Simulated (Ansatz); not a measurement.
## Electronic structure of Cl$_{2}$H$_{2}$NSi$_{2}$ (doublet) in real space

Input

```
crystal:
  periodic: [false, false, false]
  atoms:
    - symbol: Cl
      position_ang: [0.363682, -0.102849, -0.805421]
    - symbol: Cl
      position_ang: [-2.727858, -0.929076, 3.784146]
    - symbol: "N"
      position_ang: [-1.119311, 0.576664, 1.624106]
    - symbol: Si
      position_ang: [-0.665535, -0.942038, 0.868477]
    - symbol: Si
      position_ang: [-1.945108, 0.892234, 3.137372]
    - symbol: H
      position_ang: [-0.812180, 1.421893, 1.133368]
    - symbol: H
      position_ang: [-3.074451, 1.854160, 2.906288]
basis:
  gaussian:
    orbitals: def2-TZVPD
magnetization:
  spin_polarized: true
  initial_magnetization: 1
hamiltonian:
  xc: pbe0
output:
  forces: true
  orbitals: {seedname: orbitals}
```

Run with:

```sh
ansatz run input.yaml --threads 2 --pin off --max-ram 4350MiB --events-out events.jsonl --progress --plain --runs-dir runs
```

Geometry: B3LYP-D3(BJ)/def2-SVP.

Theory: Ansatz, isolated molecule in a Gaussian basis; Kohn-Sham density functional theory, functional PBE0.

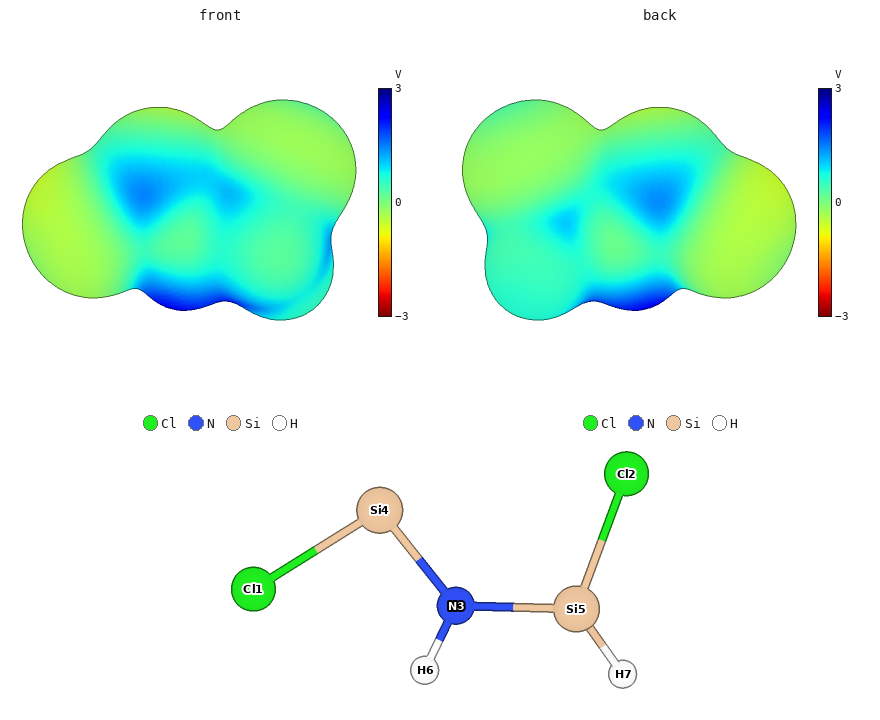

Figure 1. The molecular electrostatic potential painted on the density surface at 0.002 e/bohr³, seen from the front and from behind; red is negative and blue positive. The bare structure is drawn below in the same view.

Q: Which sites attract a positive test charge, and which a negative one?

A: A positive charge is drawn to the negative regions and a negative charge to the positive ones. The most negative region (about −0.5 V, or −12 kcal/mol for a unit charge) lies over Cl1, the most positive (about +2.2 V, or +51 kcal/mol for a unit charge) over H6. Cl2 shows a σ-hole: about +0.3 V at the tip opposite its bond, against about −0.1 V on its flanks.

Q: What dipole moment does the calculation give?

A: Its dipole moment is 1.90 D.

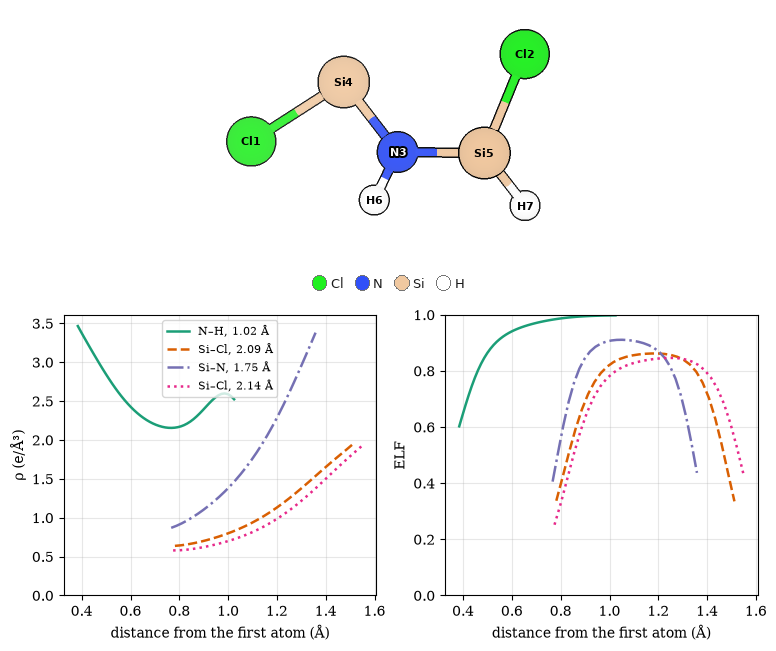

Figure 2. Total electron density and ELF along straight lines between neighbouring atoms. The curves leave out the atomic cores. The structure is drawn too.

Q: What kind of bonding do the profiles show?

A: N–H (1.02 Å): the density is about 2.8 e/Å³ at the midpoint; the ELF climbs to about 1 towards the hydrogen, as it does in any bond to H; an ordinary covalent bond to hydrogen.
Si–Cl (2.09 Å): ρ is about 0.85 e/Å³ halfway; the ELF peaks at about 0.85 between the atoms: a polar covalent bond.
Si–N (1.75 Å): the density is about 1.1 e/Å³ at the midpoint; the ELF peaks at about 0.90 between the atoms (a polar covalent bond).
Si–Cl (2.14 Å): ρ is about 0.77 e/Å³ halfway; the ELF peaks at about 0.85 between the atoms; a polar covalent bond.

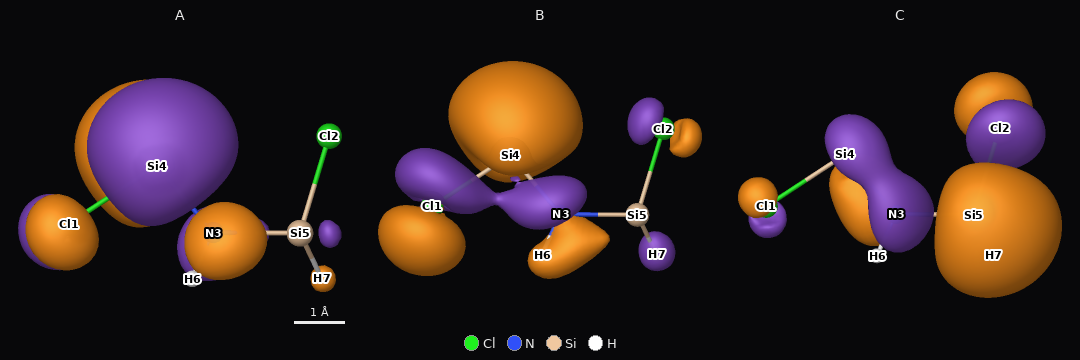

Figure 3. Three frontier orbitals at ±0.08 Å⁻³ᐟ² (orange and purple are the two phases), in no order.

Q: Which picture is the HOMO−1, the HOMO and the LUMO? All are α orbitals.

A: B is the HOMO−1 (α) (−7.51 eV). It lies mainly on Si4 (about 65 %), Cl1 (about 20 %) and N3 (about 10 %). C is the HOMO (α) (−6.49 eV). Its weight (Hirshfeld) is mainly on Si5 (about 60 %), Cl2 (about 10 %), N3 (about 10 %), H7 (about 10 %) and Si4 (about 5 %). A is the LUMO (α) (−2.14 eV). By Hirshfeld shares it lies mainly on Si4 (about 75 %), N3 (about 10 %) and Cl1 (about 10 %).

Q: What is the gap between the highest occupied and lowest empty α orbitals?

A: 4.35 eV between the orbital energies.
